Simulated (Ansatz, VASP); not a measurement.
# NaFe4Cl (2 layers of NaCl on Fe(100)) in two plane-wave programs, part 2 of 2

Aim: how closely do two programs agree when they are given the same cell, functional and k mesh?  The structure shown is the end of the Ansatz relaxation below.

VASP 6.6.1 and Ansatz 0.2.0.

So far: Starting point; Ansatz: relaxation, PBE with D3(BJ).

**3. VASP: single point, PBE with D3(BJ)**

Level of this step: PBE with D3(BJ), spin-polarised from a ferromagnetic start; plane waves and PAW (Fe, Cl, Na_pv) (VASP).

The same cell, functional, mesh and smearing now go to VASP, with its own data sets and cutoff.

Lines of VASP's logs that name or quote its potential files are left out, and so is its time.

INCAR

```
SYSTEM = NaFe4Cl
PREC = Accurate
ENCUT = 400
EDIFF = 1E-06
NELM = 100
ISMEAR = -1
SIGMA = 0.1
LREAL = .FALSE.
ALGO = Normal
GGA = PE
IVDW = 12
NBANDS = 77
ISPIN = 2
MAGMOM = 2.93 2.93 2.44 2.44 2.39 2.39 2.71 2.97 0.03 0 0.01 0
LASPH = .TRUE.
LMAXMIX = 4
LORBIT = 11
LWAVE = .FALSE.
LCHARG = .FALSE.
KPAR = 4
ISIF = 0
LDIPOL = .TRUE.
IDIPOL = 3
DIPOL = 0.5 0.5 0.471
LVHAR = .TRUE.
```

POSCAR

```
NaFe4Cl
1.0
    3.9880822500      0.0000000000      0.0000000000
    0.0000000000      3.9880822500      0.0000000000
    0.0000000000      0.0000000000     26.7250000000
Fe Cl Na
8 2 2
Direct
    0.0000000000      0.5000000000      0.3180542563
    0.5000000000      0.0000000000      0.3180542563
    0.0000000000      0.0000000000      0.3717492984
    0.5000000000      0.5000000000      0.3717492984
    0.0000000000      0.5000000000      0.4269307135
    0.5000000000      0.0000000000      0.4269307135
    0.0000000000      0.0000000000      0.4753561804
    0.5000000000      0.5000000000      0.4834671146
    0.5000000000      0.5000000000      0.5836873195
    0.0000000000      0.0000000000      0.6914192921
    0.0000000000      0.0000000000      0.5866523419
    0.5000000000      0.5000000000      0.6867851006
```

KPOINTS

```
Automatic mesh
0
Gamma
7 7 1
0 0 0
```

Potentials, in the order of the species: Fe, Cl and Na_pv (PBE family, release 64).

Launch:

```sh
$ mpirun -np 4 vasp_std
```

Numbers of over 12 decimals in the logs are rounded to 6 here.

Log:

```text
[banner, memory and clock lines left out]
running    4 mpi-ranks, on    1 nodes
 distrk:  each k-point on    1 cores,    4 groups
 distr:  one band on    1 cores,    1 groups

 POSCAR found type information on POSCAR FeClNa
 POSCAR found :  3 types and      12 ions
 LDA part: xc-table for (Slater+PW92), standard interpolation
 POSCAR, INCAR and KPOINTS ok, starting setup
 FFT: planning ... GRIDC
 FFT: planning ... GRID_SOFT
 FFT: planning ... GRID
 WAVECAR not read
 entering main loop
       N       E                     dE             d eps       ncg     rms          rms(c)
DAV:   1     0.761976205538E+03    0.76198E+03   -0.32882E+04  3272   0.933E+02
DAV:   2     0.111169230982E+02   -0.75086E+03   -0.70100E+03  3093   0.287E+02
DAV:   3    -0.787417542814E+02   -0.89859E+02   -0.84577E+02  4284   0.114E+02
DAV:   4    -0.827984827967E+02   -0.40567E+01   -0.40175E+01  3616   0.245E+01
DAV:   5    -0.828950158777E+02   -0.96533E-01   -0.96463E-01  3835   0.358E+00    0.307E+01
DAV:   6    -0.119880311216E+03   -0.36985E+02   -0.11392E+02  4512   0.116E+02    0.872E+01
DAV:   7    -0.756858952732E+02    0.44194E+02   -0.51119E+01  4057   0.740E+01    0.228E+01
DAV:   8    -0.870222409758E+02   -0.11336E+02   -0.30156E+01  3931   0.849E+01    0.559E+01
DAV:   9    -0.758847321688E+02    0.11138E+02   -0.26890E+01  3764   0.566E+01    0.225E+01
DAV:  10    -0.819616267742E+02   -0.60769E+01   -0.30897E+01  4300   0.556E+01    0.389E+01
DAV:  11    -0.740217602849E+02    0.79399E+01   -0.13579E+01  4102   0.336E+01    0.129E+01
DAV:  12    -0.741275533752E+02   -0.10579E+00   -0.29153E+00  4151   0.195E+01    0.121E+01
DAV:  13    -0.739979430805E+02    0.12961E+00   -0.11976E+00  3670   0.124E+01    0.807E+00
DAV:  14    -0.740143066283E+02   -0.16364E-01   -0.76717E-01  4232   0.714E+00    0.502E+00
[...]
DAV:  39    -0.744234952469E+02   -0.18873E-03   -0.20914E-06  2686   0.712E-03    0.395E-03
DAV:  40    -0.744236286066E+02   -0.13336E-03   -0.13357E-06  2565   0.559E-03    0.335E-03
DAV:  41    -0.744237057978E+02   -0.77191E-04   -0.80532E-07  2548   0.330E-03    0.195E-03
DAV:  42    -0.744237236417E+02   -0.17844E-04   -0.22161E-07  2413   0.206E-03    0.152E-03
DAV:  43    -0.744237267593E+02   -0.31176E-05   -0.74506E-08  2337   0.123E-03    0.145E-03
DAV:  44    -0.744237281600E+02   -0.14007E-05   -0.64155E-08  2305   0.150E-03    0.585E-04
DAV:  45    -0.744237297338E+02   -0.15739E-05   -0.49688E-08  2311   0.957E-04    0.624E-04
DAV:  46    -0.744237304841E+02   -0.75028E-06   -0.19565E-08  2196   0.717E-04
   1 F= -.77095446E+02 E0= -.76918551E+02  d E =-.353790E+00  mag=    21.6002
```

OUTCAR, selected parts (step 3):

```text
ion  position               nearest neighbor table
   1  0.000  0.500  0.318-   3 2.46   4 2.46   3 2.46   4 2.46   2 2.82   2 2.82   2 2.82   2 2.82
                             5 2.91
   2  0.500  0.000  0.318-   3 2.46   4 2.46   4 2.46   3 2.46   1 2.82   1 2.82   1 2.82   1 2.82
                             6 2.91
   3  0.000  0.000  0.372-   1 2.46   2 2.46   1 2.46   2 2.46   5 2.48   5 2.48   6 2.48   6 2.48
                             7 2.77   4 2.82   4 2.82   4 2.82   4 2.82
   4  0.500  0.500  0.372-   1 2.46   2 2.46   2 2.46   1 2.46   5 2.48   6 2.48   6 2.48   5 2.48
                             3 2.82   3 2.82   3 2.82   3 2.82   8 2.99
   5  0.000  0.500  0.427-   7 2.38   7 2.38   3 2.48   3 2.48   4 2.48   4 2.48   8 2.50   8 2.50
                             6 2.82   6 2.82   6 2.82   6 2.82   1 2.91
   6  0.500  0.000  0.427-   7 2.38   7 2.38   3 2.48   4 2.48   3 2.48   4 2.48   8 2.50   8 2.50
                             5 2.82   5 2.82   5 2.82   5 2.82   2 2.91
   7  0.000  0.000  0.475-   5 2.38   6 2.38   5 2.38   6 2.38   3 2.77   8 2.83   8 2.83   8 2.83
                             8 2.83
   8  0.500  0.500  0.483-   5 2.50   6 2.50   6 2.50   5 2.50   9 2.68   7 2.83   7 2.83   7 2.83
                             7 2.83   4 2.99
   9  0.500  0.500  0.584-   8 2.68
  10  0.000  0.000  0.691-
  11  0.000  0.000  0.587-
  12  0.500  0.500  0.687-

  LATTYP: Found a simple tetragonal cell.
 ALAT       =     3.9880822500
 C/A-ratio  =     6.7012158538

 Subroutine GETGRP returns: Found  8 space group operations
 (whereof  8 operations were pure point group operations)

The static configuration has the point symmetry C_4v.

 Found     10 irreducible k-points:

   k-points           NKPTS =     10   k-points in BZ     NKDIM =     10   number of bands    NBANDS=     77

   dimension x,y,z NGX =    28 NGY =   28 NGZ =  180
   dimension x,y,z NGXF=    56 NGYF=   56 NGZF=  360

   ENCUT  =  400.0 eV  29.40 Ry    5.42 a.u.   6.50  6.50 43.58*2*pi/ulx,y,z

   NELECT =      92.0000    total number of electrons

 k-points in reciprocal lattice and weights: Automatic mesh
   0.00000000  0.00000000  0.00000000       0.020
   0.14285714  0.00000000  0.00000000       0.082
   0.28571429  0.00000000  0.00000000       0.082
   0.42857143  0.00000000  0.00000000       0.082
   0.14285714  0.14285714  0.00000000       0.082
   0.28571429  0.14285714  0.00000000       0.163
   0.42857143  0.14285714  0.00000000       0.163
   0.28571429  0.28571429  0.00000000       0.082
   0.42857143  0.28571429  0.00000000       0.163
   0.42857143  0.42857143  0.00000000       0.082

 dipolmoment           0.000000      0.000000     -0.110172 electrons x Angstroem

 average (electrostatic) potential at core
       1 -49.3850       2 -49.3850       3 -49.0573       4 -49.0170       5 -49.0133
       6 -49.0133       7 -49.1846       8 -49.4453       9 -96.8545      10 -96.5990
      11 -50.5388      12 -50.8029

 E-fermi :   0.0984

 spin component 1
 k-point     1 :       0.0000    0.0000    0.0000
  band No.  band energies     occupation
    ...
     53      -0.8005      0.99988
     54      -0.5406      0.99832
     55      -0.4979      0.99743
     56      -0.4979      0.99743
     57      -0.2913      0.98011
     58       1.1581      0.00002
     59       1.7096      0.00000
     60       1.8123      0.00000
     61       1.8123      0.00000
     62       3.0170      0.00000
    ...

 k-point     2 :       0.1429    0.0000    0.0000
  band No.  band energies     occupation
    ...
     53      -0.6613      0.99950
     54      -0.6163      0.99921
     55      -0.4827      0.99701
     56      -0.3486      0.98868
     57      -0.3328      0.98677
     58       0.9345      0.00023
     59       1.4524      0.00000
     60       1.9093      0.00000
     61       2.3613      0.00000
     62       3.2288      0.00000
    ...

 k-point     3 :       0.2857    0.0000    0.0000
  band No.  band energies     occupation
    ...
     53      -0.7650      0.99982
     54      -0.5119      0.99777
     55      -0.4812      0.99697
     56      -0.4434      0.99558
     57      -0.3833      0.99197
     58       0.1697      0.32889
     59       1.8448      0.00000
     60       2.2160      0.00000
     61       2.4687      0.00000
     62       3.5760      0.00000
    ...

 k-point     4 :       0.4286    0.0000    0.0000
  band No.  band energies     occupation
    ...
     53      -0.9635      0.99998
     54      -0.8818      0.99994
     55      -0.4218      0.99453
     56      -0.3958      0.99291
     57      -0.2859      0.97901
     58       0.5597      0.00982
     59       1.0725      0.00006
     60       2.3394      0.00000
     61       3.1992      0.00000
     62       3.2801      0.00000
    ...

 k-point     5 :       0.1429    0.1429    0.0000
  band No.  band energies     occupation
    ...
     53      -0.7598      0.99981
     54      -0.7335      0.99976
     55      -0.3652      0.99039
     56      -0.3240      0.98557
     57      -0.2820      0.97821
     58       1.4306      0.00000
     59       1.4341      0.00000
     60       1.7117      0.00000
     61       2.1112      0.00000
     62       3.4455      0.00000
    ...

 k-point     6 :       0.2857    0.1429    0.0000
  band No.  band energies     occupation
    ...
     53      -0.8740      0.99994
     54      -0.5748      0.99881
     55      -0.4115      0.99393
     56      -0.3235      0.98549
     57       0.0380      0.64649
     58       0.1842      0.29775
     59       1.9571      0.00000
     60       2.3662      0.00000
     61       2.4697      0.00000
     62       2.6596      0.00000
    ...

 Edisp (eV)   -2.67172

  energy-cutoff  :      400.00
  volume of cell :      425.06
      direct lattice vectors                 reciprocal lattice vectors
     3.988082250  0.000000000  0.000000000     0.250747085  0.000000000  0.000000000
     0.000000000  3.988082250  0.000000000     0.000000000  0.250747085  0.000000000
     0.000000000  0.000000000 26.725000000     0.000000000  0.000000000  0.037418148

 POSITION                                       TOTAL-FORCE (eV/Angst)
 -----------------------------------------------------------------------------------
      0.00000      1.99404      8.50000        -0.000000     -0.000000      0.209468
      1.99404      0.00000      8.50000         0.000000      0.000000      0.209468
      0.00000      0.00000      9.93500        -0.000000      0.000000     -0.213262
      1.99404      1.99404      9.93500         0.000000      0.000000     -0.182305
      0.00000      1.99404     11.40972        -0.000000      0.000000      0.001437
      1.99404      0.00000     11.40972         0.000000      0.000000      0.001437
      0.00000      0.00000     12.70389         0.000000      0.000000     -0.011949
      1.99404      1.99404     12.92066         0.000000      0.000000     -0.027231
      1.99404      1.99404     15.59904         0.000000      0.000000      0.008073
      0.00000      0.00000     18.47818        -0.000000      0.000000      0.001198
      0.00000      0.00000     15.67828         0.000000      0.000000     -0.007295
      1.99404      1.99404     18.35433         0.000000      0.000000      0.010964
 -----------------------------------------------------------------------------------
    total drift:                                0.000000      0.000000     -0.002272

  FREE ENERGIE OF THE ION-ELECTRON SYSTEM (eV)
  ---------------------------------------------------
  free  energy   TOTEN  =       -77.0954456509 eV

  energy  without entropy=      -76.7416553715  energy(sigma->0) =      -76.91855051

 vacuum level on the upper side and lower side of the slab         2.792         4.046

 total charge
# of ion       s       p       d       tot
------------------------------------------
    1        0.451   0.333   6.137   6.922
    2        0.451   0.333   6.137   6.922
    3        0.482   0.521   6.240   7.243
    4        0.477   0.511   6.245   7.233
    5        0.484   0.521   6.255   7.260
    6        0.484   0.521   6.255   7.260
    7        0.489   0.379   6.212   7.080
    8        0.419   0.337   6.120   6.877
    9        1.593   3.558   0.000   5.151
   10        1.588   3.569   0.000   5.157
   11        0.046   5.979   0.000   6.025
   12        0.041   5.975   0.000   6.016
--------------------------------------------------
tot          7.006  22.538  49.602  79.146

 magnetization (x)
# of ion       s       p       d       tot
------------------------------------------
    1        0.007  -0.007   2.935   2.935
    2        0.007  -0.007   2.935   2.935
    3       -0.015  -0.058   2.480   2.407
    4       -0.016  -0.053   2.474   2.405
    5       -0.015  -0.052   2.435   2.368
    6       -0.015  -0.052   2.435   2.368
    7        0.007  -0.005   2.733   2.734
    8        0.001  -0.010   2.968   2.959
    9        0.004   0.021   0.000   0.025
   10        0.000   0.001   0.000   0.001
   11        0.004   0.002   0.000   0.006
   12        0.001   0.000   0.000   0.001
--------------------------------------------------
tot         -0.029  -0.219  21.394  21.146

[... 6 further parts left out ...]
```

**4. Comparison**

Known differences besides the PAW data sets themselves: VASP starts from the moments at which Ansatz ended; the data sets hold 160 valence electrons in Ansatz (default PAW (the set named soft_2) files) and 92 in VASP; the cutoff is 420 eV in Ansatz and 400 eV in VASP; site moments are counted in spheres of each program's own size. Total energies have different zeros and are not compared.

Both answers:

```tsv
quantity	Ansatz	VASP	difference
total moment (μB)	21.59	21.60	-0.01
moment on Fe8 (μB)	2.97	2.96	+0.01
moment on Fe1 (μB)	2.93	2.94	0.00
moment on Fe2 (μB)	2.93	2.94	0.00
moment on Fe7 (μB)	2.71	2.73	-0.03
moment on Fe3 (μB)	2.44	2.41	+0.04
moment on Fe4 (μB)	2.44	2.40	+0.03
moment on Fe6 (μB)	2.39	2.37	+0.02
moment on Fe5 (μB)	2.39	2.37	+0.02
work function, lower of the two faces (eV)	2.70	2.69	0.00
work function, higher of the two faces (eV)	3.96	3.95	+0.01
```

Forces on 10 of the 12 atoms, picked by the larger force of the two programs (eV/Å; atoms numbered as in POSCAR):

```tsv
atom	Ansatz x, y, z	VASP x, y, z
Fe1	0.000, 0.000, 0.190	0.000, 0.000, 0.209
Fe2	0.000, 0.000, 0.190	0.000, 0.000, 0.209
Fe3	0.000, 0.000, -0.208	0.000, 0.000, -0.213
Fe4	0.000, 0.000, -0.175	0.000, 0.000, -0.182
Fe6	0.000, 0.000, -0.003	0.000, 0.000, 0.001
Fe7	0.000, 0.000, 0.007	0.000, 0.000, -0.012
Fe8	0.000, 0.000, -0.013	0.000, 0.000, -0.027
Cl9	0.000, 0.000, 0.012	0.000, 0.000, 0.008
Na11	0.000, 0.000, -0.006	0.000, 0.000, -0.007
Na12	0.000, 0.000, 0.010	0.000, 0.000, 0.011
```

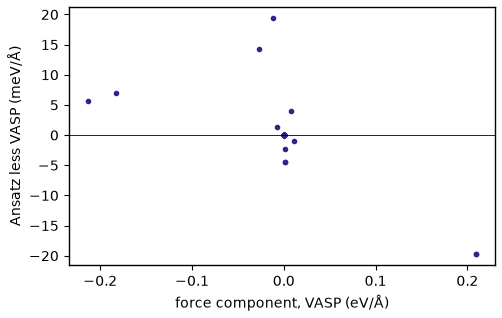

Difference of the force components against their size.

The forces differ by 6.5 meV/Å r.m.s., which is 9.5 % of the r.m.s. force of 0.07 eV/Å (both taken over all components).

**5. What came out**

```
r.m.s. force difference (single point, PBE with D3(BJ)) : 6.5 meV/Å
```

The r.m.s. force difference is 6.5 meV/Å (single point, PBE with D3(BJ)), within the 12 meV/Å picked in this series as the mark of a large difference. Differences of this kind measure data sets and numerical settings, not the functional's error against experiment.

[Lines on the potential files, build, host, timing and source positions are cut from VASP's logs without a mark.]

[Logs are printed without paths, hosts, clocks, repeated set-up lines and the standing remarks that a program may print on its own settings, such as how far it seeks lower states.]

[Hosts, paths, dates, database ids (printed as entryN), source tags and the programs' standing remarks are cut or masked in the printed files.]
